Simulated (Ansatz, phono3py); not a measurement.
# Heat carried by phonons in KI (Fm-3m)

How well does the lattice of KI conduct heat?

What experiment has found for this phase:
- thermal conductivity 2.6 W/m/K near room temperature (given in “Combining the AFLOW GIBBS and Elastic Libraries to efficiently and robustly screen thermo-mechanical properties of solids”, 2017, arXiv:1611.05714)
- thermal conductivity 2.6 W/m/K near room temperature (given in “Predicting the lattice thermal conductivity of solids by solving the Boltzmann transport equation: AFLOW - AAPL an automated, accurate and efficient framework”, 2017, arXiv:1611.05481)

Main program and level: Ansatz 0.2.0; DFT LDA, scalar-relativistic, plane waves, PAW; PAW set soft_1.

## 1. Set-up

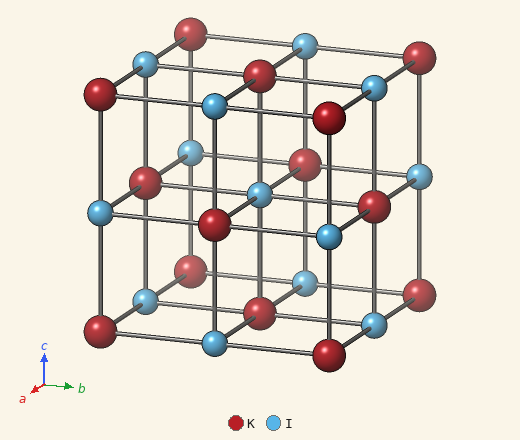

The starting structure, seen slightly off an axis (potassium red, iodine blue). This picture shows the conventional cell, with its axes. Some periodic images of atoms are drawn too.

## 2. Probe on a coarse mesh

A cheap single point shows whether the cell is a metal or an insulator and how far it is from rest; that sets the k-mesh and the occupations of what follows.

Contents of input.yaml:

```yaml
crystal:
  lattice:
    - [0.0, 3.532775, 3.532775]
    - [3.532775, 0.0, 3.532775]
    - [3.532775, 3.532775, 0.0]
  atoms:
    - { symbol: K, position: [0.0, 0.0, 0.0] }
    - { symbol: I, position: [0.5, 0.5, 0.5] }
kpoints:
  mp_grid: { grid: [4, 4, 4] }
hamiltonian:
  xc: lda
  pseudopotentials: { kind: paw, azcp: { folder: soft_1 }, xc_functional: pbe }
scf:
  occupations: { method: gaussian, width: 0.1 }
  lower_state_search: "off"
output:
  forces: true
  stress: true
  eigenvalues: true
```

Launch:

```console
ansatz run input.yaml --threads 8 --pin off --max-ram 19456MiB --backend cpu --events-out ev --progress --plain --runs-dir out
```

Numbers of over 12 decimals in the logs are rounded to 6 here.

The log of the run:

```text
Engine: ansatz 0.2.0, aarch64-unknown-linux-gnu
Pseudopotentials: kind: paw
Pseudopotential: K, paw, valence charge 9, recommended cutoff 420 eV (normal), soft_1/K.paw.azcp
Pseudopotential: I, paw, valence charge 17, recommended cutoff 420 eV (normal), soft_1/I.paw.azcp
Functional definition: SPW92
  exchange = slater_x
  correlation = pw_c
Crystal: 2 atoms, lattice volume = 88.182 Å³
Basis set: ecut = 420 eV, 1759 PW (Γ)
Bands: 17, of which v1, the nominal top of the filled ones, is band 13 counted from 1 (12 counted from 0)
Symmetry: 48 space group operations
Space group: Fm-3m (ITA 225), of the structure as read, at distance tolerance 4.5e-5 Å
k-points: 8 of 64
Non-local potential: K, projectors of the file, l = 0: 3, l = 1: 2, l = 2: 2
Non-local potential: I, projectors of the file, l = 0: 2, l = 1: 2, l = 2: 2, l = 3: 1
PAW form: soft (Blöchl's): semilocal exchange-correlation on the pseudo side does not see the compensation charge
PAW frozen core: K, regenerated for the run's functional, and the local potential with it (the file was generated under x = pbe(κ = 0.804, μ = 0.219515), c = pbe(β = 0.066725))
PAW frozen core: I, regenerated for the run's functional, and the local potential with it (the file was generated under x = pbe(κ = 0.804, μ = 0.219515), c = pbe(β = 0.066725))
PAW one-centre angular grid: K, 110 points (default); XC on 64 Gauss nodes
PAW one-centre angular grid: I, 590 points (default); XC on 64 Gauss nodes
Initial density: superposition of atomic densities (chi_scale 0.1, normalization cell, long waves kept (reshape's long-wave potential 0.00 eV rms))
Initial wavefunctions: pseudopotential atomic-orbital guess
Functional: x = slater, c = lda
SCF iter   1: F=—  HF=-8856.412162 eV  |F-HF|=—  |Δ(HF+E_count)|=         —  Δρ=4.13e-2  dr2=2.97e0  ethr=3.10e-3  ⟨swp⟩=6.6  Hψ=772  notcnv=0
preconditioner: auto → none  [insulator: Δε(μ)=2.391 eV  Ē_g=8.293 eV  σ=0.100 eV  W_gap=1.00  n_scr=14 (ndim 8)  ℏωp=11.2 eV  f_vac=0.023  D(μ)=0.00/eV (n_scr^D=0)  ε∞_Penn≈2.8]
SCF iter   2: F=—  HF=-8855.159093 eV  |F-HF|=—  |Δ(HF+E_count)|=    1.25e0  Δρ=9.13e-3  dr2=1.19e-1  ethr=3.10e-3  ⟨swp⟩=4.2  Hψ=411  notcnv=0
SCF iter   3: F=—  HF=-8855.133931 eV  |F-HF|=—  |Δ(HF+E_count)|=   2.52e-2  Δρ=4.11e-3  dr2=1.45e-2  ethr=4.56e-4  ⟨swp⟩=2.0  Hψ=200  notcnv=0
SCF iter   4: F=—  HF=-8855.136487 eV  |F-HF|=—  |Δ(HF+E_count)|=   2.56e-3  Δρ=8.47e-4  dr2=5.77e-4  ethr=5.58e-5  ⟨swp⟩=2.9  Hψ=223  notcnv=0
SCF iter   5: F=—  HF=-8855.136525 eV  |F-HF|=—  |Δ(HF+E_count)|=   3.82e-5  Δρ=1.39e-4  dr2=7.23e-6  ethr=2.22e-6  ⟨swp⟩=2.0  Hψ=240  notcnv=0
SCF iter   6: F=—  HF=-8855.136521 eV  |F-HF|=—  |Δ(HF+E_count)|=   3.54e-6  Δρ=1.21e-5  dr2=1.92e-7  ethr=2.78e-8  ⟨swp⟩=2.0  Hψ=159  notcnv=0
SCF iter   7: F=-8855.136521 eV  HF=-8855.136521 eV  |F-HF|=4.29e-10  |Δ(HF+E_count)|=   8.50e-8  Δρ=1.23e-6  dr2=9.72e-10  ethr=3.85e-10  ⟨swp⟩=7.8  Hψ=763  notcnv=0
SCF 1 converged in 7 iterations: F = -8855.136521 eV  dr2 = 9.72e-10
  greatest PAW one-centre occupation: 0.999 electrons in one spin orbital (limit 2), on the I atom at site 1 (counted from 0), in its partial waves of l = 2
SCF converged after 7 iterations
Free energy (F): -8855.136521 eV
Harris-Foulkes:  -8855.136521 eV  (|F-HF|=4.29e-10)
Internal energy: -8855.136521 eV  (E = F + TS)
E sigma→0 (E₀):  -8855.136521 eV
Fermi energy:    3.841739 eV
--- Per-component energies (eV) ---
  E_band       = -526.481953
  E_kinetic    = 413.903926
  E_local      = -3017.187225  (includes V_loc(G=0)·N_el)
  E_nonlocal   = 137.901244
  E_hartree    = 1289.426638
  E_xc         = -240.296288
  E_vxc        = -274.807086  (∫ρ·V_xc dr)
  E_paw        = -5371.488675  (= ΣΔE_a)
  E_vpaw       = -365.144928  (= ΣTr[D̂ρ^β])
  E_aug_tail   = -0.002473  (compensation charges beyond the density's cutoff)
  E_ewald      = -2068.432357
  E_core_change = 1.038691  (= ΣΔE_core)
  E_smearing   = -0.000000  (= −TS)
  E_closure    = 0.000000  (closes the sum)
  Σ components = -8855.136521   (vs F -8855.136521, Δ=0.00e0)
--- Forces (eV/Å), atoms counted from 1 ---
  atom   1  K     -0.00000000    -0.00000000    -0.00000000
  atom   2  I      0.00000000    -0.00000000    -0.00000000
  max |Σ_I F_I| component: 3.38e-29 eV/Å
--- Stress (GPa, compression-positive) ---
       -1.304147      -0.000000      -0.000000
       -0.000000      -1.304147      -0.000000
        0.000000      -0.000000      -1.304147
  P = ⅓ Tr σ = -1.3041 GPa (-13.041 kbar)
--- Band table (eV; the first three rows and the last of 8) ---
  k-point 0: bands = [... 9 lower, -8.5772, 2.0375, 2.0375, 2.0375, 5.6429, 8.3404, 8.3404, 8.3404]
  k-point 1: bands = [... 9 lower, -8.4200, 1.2314, 1.8529, 1.8529, 6.7833, 8.3815, 8.9540, 8.9540]
  k-point 2: bands = [... 9 lower, -8.2755, 0.6542, 1.6862, 1.6862, 7.2880, 9.4807, 10.0202, 10.0202]
  k-point 7: bands = [... 9 lower, -8.3664, 1.2800, 1.2800, 1.4090, 8.2795, 8.2795, 8.4349, 9.9500]
```

It took 0.91 s on 8 threads of Arm Neoverse V1, shared host; peak memory 0.32 GiB.

A gap read on the k-mesh alone can miss the band edges.

Numbers from this step:

* pressure: -1.304 GPa
* gap on the k-mesh: 3.605 eV
* volume per atom: 44.09 Å³/atom

The start is under -1.3 GPa at this level and looks like an insulator or semiconductor on this mesh.

## 3. Relaxation

The vibrations must be taken about the equilibrium of this functional, not about the starting cell, so the structure is relaxed.

input.yaml, the sections that differ from step 2:

```yaml
kpoints:
  mp_grid: { grid: [6, 6, 6] }
scf:
  occupations: { method: gaussian, width: 0.02 }
  lower_state_search: "off"
relax:
  adjacent_minimum: "off"
  f_tol: 0.005
  max_steps: 80
  cell: { stress_tol: 0.05 }
# crystal, hamiltonian, output: as in step 2
```

The log of the run:

```text
[...]
Crystal: 2 atoms, lattice volume = 88.182 Å³
Basis set: ecut = 420 eV, 1759 PW (Γ)
Bands: 17, of which v1, the nominal top of the filled ones, is band 13 counted from 1 (12 counted from 0)
Symmetry: 48 space group operations
[...]
k-points: 16 of 216
[...]
SCF iter   1: F=—  HF=-8856.416493 eV  |F-HF|=—  |Δ(HF+E_count)|=         —  Δρ=4.13e-2  dr2=2.99e0  ethr=3.10e-3  ⟨swp⟩=7.4  Hψ=1648  notcnv=0
[...]
SCF iter   7: F=-8855.137655 eV  HF=-8855.137655 eV  |F-HF|=5.62e-9  |Δ(HF+E_count)|=   1.34e-7  Δρ=1.99e-6  dr2=5.17e-9  ethr=3.85e-10  ⟨swp⟩=7.3  Hψ=1485  notcnv=0
SCF 1 converged in 7 iterations: F = -8855.137655 eV  dr2 = 5.17e-9
[...]
relax step   1: F+E_penalty+E_count = -8855.13765526 eV  Δ(F+E_penalty+E_count) = +0.000e0 eV  max|allowed force component| = 4.930e-30 eV/Å  Δτ_max = 0.0000 Å  P = -1.312 GPa  Ω = 88.182 Å³  (7 SCF iters, dr2 threshold 1.00e-7 eV, accepted)
Crystal: 2 atoms, lattice volume = 84.454 Å³
Basis set: ecut = 420 eV, 1639 PW (Γ)
[...]
iter 1 solved again at ethr=1.06e-5 eV; its pass at ethr=3.10e-3 eV (dr2=2.76e-3 eV) is discarded
[...]
SCF iter   5: F=-8855.163606 eV  HF=-8855.163606 eV  |F-HF|=1.24e-8  |Δ(HF+E_count)|=   4.55e-7  Δρ=7.89e-6  dr2=3.47e-8  ethr=7.69e-10  ⟨swp⟩=4.8  Hψ=1464  notcnv=0
SCF 2 converged in 5 iterations: F = -8855.163606 eV  dr2 = 3.47e-8
relax step   2: F+E_penalty+E_count = -8855.16360624 eV  Δ(F+E_penalty+E_count) = -2.595e-2 eV  max|allowed force component| = 2.827e-30 eV/Å  Δτ_max = 0.0000 Å  P = -0.872 GPa  Ω = 84.454 Å³  energy of the carried Pulay correction = +3.002e-4 eV  (5 SCF iters, dr2 threshold 2.00e-7 eV, accepted)
Crystal: 2 atoms, lattice volume = 77.933 Å³
Basis set: ecut = 420 eV, 1471 PW (Γ)
[...]
SCF iter   5: F=-8855.178176 eV  HF=-8855.178176 eV  |F-HF|=2.02e-8  |Δ(HF+E_count)|=   6.18e-7  Δρ=1.19e-5  dr2=7.76e-8  ethr=7.69e-10  ⟨swp⟩=5.7  Hψ=1498  notcnv=0
SCF 3 converged in 5 iterations: F = -8855.178176 eV  dr2 = 7.76e-8
relax step   3: F+E_penalty+E_count = -8855.17817615 eV  Δ(F+E_penalty+E_count) = -1.457e-2 eV  max|allowed force component| = 2.971e-29 eV/Å  Δτ_max = 0.0000 Å  P = +0.278 GPa  Ω = 77.933 Å³  energy of the carried Pulay correction = +8.580e-4 eV  (5 SCF iters, dr2 threshold 2.00e-7 eV, accepted)
[...]
relax step   4: F+E_penalty+E_count = -8855.17913960 eV  Δ(F+E_penalty+E_count) = -9.635e-4 eV  max|allowed force component| = 1.282e-30 eV/Å  Δτ_max = 0.0000 Å  P = -0.035 GPa  Ω = 79.414 Å³  energy of the carried Pulay correction = +7.275e-4 eV  (5 SCF iters, dr2 threshold 1.93e-7 eV, accepted)
[...]
SCF iter   1: F=—  HF=-8855.178425 eV  |F-HF|=—  |Δ(HF+E_count)|=         —  Δρ=7.95e-5  dr2=8.16e-7  ethr=1.31e-6  ⟨swp⟩=3.0  Hψ=2372  notcnv=0
eigensolver tolerance schedule: the retry pair's looser diagonalisation over-reported the residual by 416.70 of it (diagonalisation noise at 0.21 of the residual, at the tolerance the schedule requests for it); recorded, not acted on — ethr = c·dr2/N_el stays at c = 1.0e-1
[...]
SCF iter   2: F=—  HF=-8855.178427 eV  |F-HF|=—  |Δ(HF+E_count)|=   2.42e-6  Δρ=3.67e-5  dr2=1.55e-7  ethr=3.14e-9  ⟨swp⟩=2.2  Hψ=475  notcnv=0
[...]
SCF iter   5: F=-8855.178427 eV  HF=-8855.178427 eV  |F-HF|=0.00e0  |Δ(HF+E_count)|=  3.47e-10  Δρ=1.03e-7  dr2=3.77e-12  ethr=1.00e-12  ⟨swp⟩=5.6  Hψ=1556  notcnv=0
SCF 5 converged in 5 iterations: F = -8855.178427 eV  dr2 = 3.77e-12
relax step   5: F+E_penalty+E_count = -8855.17842740 eV  Δ(F+E_penalty+E_count) = +7.122e-4 eV  max|allowed force component| = 1.627e-30 eV/Å  Δτ_max = 0.0000 Å  P = -0.037 GPa  Ω = 79.414 Å³  stress off target by 3.67e-2 GPa  SCF on the basis re-selected at this cell (its energy is not comparable with the rows above)  (5 SCF iters)
basis re-selected at this cell: Δ(F+E_penalty+E_count) = +7.122e-4 eV, ΔP = -0.002 GPa vs the last step (what re-selecting the basis moved, of the pressure what is left beyond the Pulay correction that the steps carried, after the strain that the cell walked since its last selection, with what the two solves' SCF thresholds leave and, on support functions, any second-order correction that the steps lacked; it is no m [...]
SCF converged after 5 iterations
Free energy (F): -8855.178427 eV
[...]
Internal energy: -8855.178427 eV  (E = F + TS)
E sigma→0 (E₀):  -8855.178427 eV
Fermi energy:    4.851288 eV
[...]
--- Stress (GPa, compression-positive) ---
       -0.036740      -0.000000      -0.000000
       -0.000000      -0.036740      -0.000000
       -0.000000      -0.000000      -0.036740
  P = ⅓ Tr σ = -0.0367 GPa (-0.367 kbar)
--- Band table (eV; the first three rows and the last of 16) ---
  k-point 0: bands = [... 9 lower, -7.8695, 2.9198, 2.9198, 2.9198, 6.7827, 9.1616, 9.1616, 9.1616]
  k-point 1: bands = [... 9 lower, -7.7263, 2.3826, 2.7953, 2.7953, 7.4861, 9.1085, 9.4858, 9.4858]
  k-point 2: bands = [... 9 lower, -7.4862, 1.5955, 2.5696, 2.5696, 8.1421, 9.9743, 10.2904, 10.2904]
  k-point 15: bands = [... 9 lower, -7.5791, 1.8604, 2.2297, 2.2301, 8.2828, 9.3479, 10.2773, 11.3657]
--- Relaxed structure (4 steps of the walk, 4 accepted, 1 SCFs on fresh bases) ---
  F+E_penalty+E_count = -8855.17842740 eV   max|allowed force component| = 1.627e-30 eV/Å   (the final SCF, on the basis selected at the relaxed cell)
  cell:  # Å, volume = 79.4135 Å³
    - [0, 3.411574, 3.411574]
    - [3.411574, 0, 3.411574]
    - [3.411574, 3.411574, 0]
  atoms:
    - { symbol: K, position: [0, 0, 0] }
    - { symbol: I, position: [0.5, 0.5, 0.5] }
```

Wall time 1.9 s (8 threads); peak memory 0.38 GiB; 11 s of CPU time.

The steps of the relaxation:

```csv
step,energy less that of the first step (eV),largest force component (eV/Å),pressure (GPa),volume (Å³)
1,0.0000,0.0000,-1.31,88.18
2,-0.0260,0.0000,-0.87,84.45
3,-0.0405,0.0000,0.28,77.93
4,-0.0415,0.0000,-0.04,79.41
5*,-0.0408,0.0000,-0.04,79.41
```

Relaxation steps marked * repeat the geometry before them on a plane-wave basis chosen anew for their cell, so energy and pressure can jump there.

Forces are held to the 48 operations that the run works with; a distortion that breaks them can't arise in this run.

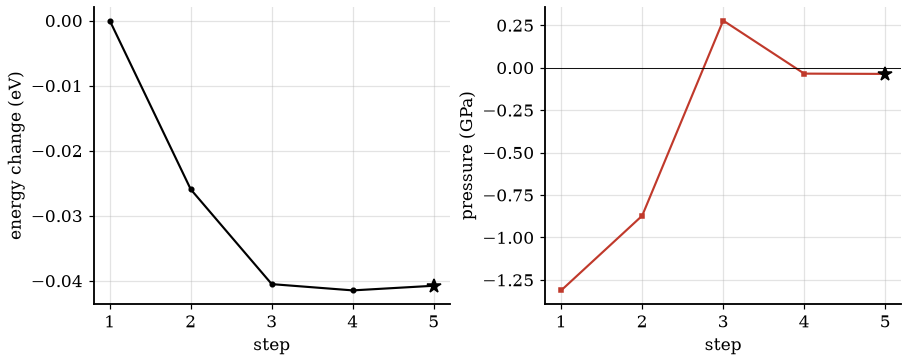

Energy and pressure along the relaxation. Stars mark steps on a basis chosen anew.

```csv
"conventional cell, symmetrised",before,after,change
a (Å),7.066,6.823,-3.4 %
b (Å),7.066,6.823,-3.4 %
c (Å),7.066,6.823,-3.4 %
volume (Å³/atom),44.09,39.71,-9.9 %
```

Final coordinates:

```cif
data_structure
_symmetry_space_group_name_H-M 'P 1'
_symmetry_Int_Tables_number 1
_cell_length_a 4.8247
_cell_length_b 4.8247
_cell_length_c 4.8247
_cell_angle_alpha 60.000
_cell_angle_beta 60.000
_cell_angle_gamma 60.000
_cell_volume 79.41
loop_
_atom_site_label
_atom_site_type_symbol
_atom_site_fract_x
_atom_site_fract_y
_atom_site_fract_z
_atom_site_occupancy
K1 K 0.00000 0.00000 0.00000 1
I2 I 0.50000 0.50000 0.50000 1
```

This step gave:

```yaml
pressure: -0.03674 GPa
gap_on_the_k_mesh: 3.863 eV
volume_per_atom: 39.71 Å³/atom
```

The relaxation ends with a pressure of -0.04 GPa.

## 4. A second relaxation

The relaxation is run once more from where the first one ended, as the script does after a large change of volume or of the gap, with mesh and occupations reviewed.

Edit input.yaml of step 3 so:

```diff
@@ -2,5 +2,5 @@
   lattice:
-    - [0.0, 3.532775, 3.532775]
-    - [3.532775, 0.0, 3.532775]
-    - [3.532775, 3.532775, 0.0]
+    - [0.0, 3.4115742948, 3.4115742948]
+    - [3.4115742948, 0.0, 3.4115742948]
+    - [3.4115742948, 3.4115742948, 0.0]
   atoms:
```

The log of the run:

```text
[...]
Crystal: 2 atoms, lattice volume = 79.414 Å³
Basis set: ecut = 420 eV, 1471 PW (Γ)
Bands: 17, of which v1, the nominal top of the filled ones, is band 13 counted from 1 (12 counted from 0)
Symmetry: 48 space group operations
[...]
k-points: 16 of 216
[...]
k-point 15: bands = [... 9 lower, -7.5791, 1.8604, 2.2297, 2.2301, 8.2828, 9.3479, 10.2773, 11.3657]
--- Relaxed structure (1 steps of the walk, 1 accepted, 1 SCFs on fresh bases) ---
[...]
cell:  # Å, volume = 79.4135 Å³
    - [0.0, 3.4115742948, 3.4115742948]
    - [3.4115742948, 0.0, 3.4115742948]
    - [3.4115742948, 3.4115742948, 0.0]
  atoms:
    - { symbol: K, position: [0.0, 0.0, 0.0] }
    - { symbol: I, position: [0.500000, 0.500000, 0.500000] }
[key lines of the parts left out:]
SCF converged after 4 iterations
Free energy (F): -8855.178427 eV
Fermi energy:    4.851288 eV
P = ⅓ Tr σ = -0.0367 GPa (-0.367 kbar)
```

The job ended after 0.87 s (8 threads; peak memory 0.36 GiB; 4.5 s of CPU time).

Little changed from the start: no atom moved by 0.005 Å and no cell edge by 0.1 %.

## 5. Relaxing to small residual forces and stress

The thresholds are tightened for a last relaxation ahead of the phonons, and where mesh or smearing change with them the cell follows.

input.yaml, the sections that differ from step 4:

```yaml
scf:
  occupations: { method: fixed }
  lower_state_search: "off"
relax:
  adjacent_minimum: "off"
  f_tol: 0.001
  max_steps: 60
  cell: { stress_tol: 0.01 }
# crystal, kpoints, hamiltonian, output: as in step 4
```

The log of the run:

```text
[...]
Crystal: 2 atoms, lattice volume = 79.414 Å³
Basis set: ecut = 420 eV, 1471 PW (Γ)
Bands: 17, of which v1, the nominal top of the filled ones, is band 13 counted from 1 (12 counted from 0)
Symmetry: 48 space group operations
[...]
k-points: 16 of 216
[...]
k-point 15: bands = [... 9 lower, -7.5599, 1.8777, 2.2476, 2.2485, 8.3015, 9.3752, 10.3018, 11.3949]
--- Relaxed structure (3 steps of the walk, 3 accepted, 1 SCFs on fresh bases) ---
[...]
cell:  # Å, volume = 79.2300 Å³
    - [0, 3.408945, 3.408945]
    - [3.408945, 0, 3.408945]
    - [3.408945, 3.408945, 0]
  atoms:
    - { symbol: K, position: [0, 0, 0] }
    - { symbol: I, position: [0.5, 0.5, 0.5] }
[key lines of the parts left out:]
SCF converged after 6 iterations
Free energy (F): -8855.178445 eV
Fermi energy:    2.940647 eV
P = ⅓ Tr σ = 0.0001 GPa (0.001 kbar)
```

Wall time 1.4 s (8 threads); peak memory 0.36 GiB.

Little changed from the start: no atom moved by 0.005 Å and no cell edge by 0.1 %.

Numbers from this step:

```
pressure          : 1.04e-4 GPa
gap on the k-mesh : 3.869 eV
volume per atom   : 39.62 Å³/atom
```

The residual pressure is 1.0e-4 GPa, small enough for phonons.

(Continued in part 2 of 3.)

[Logs are printed without paths, hosts, clocks, repeated set-up lines and the standing remarks that a program may print on its own settings, such as how far it seeks lower states.]

[Hosts, paths, dates, database ids (printed as entryN), source tags and the programs' standing remarks are cut or masked in the printed files.]

[A step with changed settings may run another functional than the one named; its input shows which.]
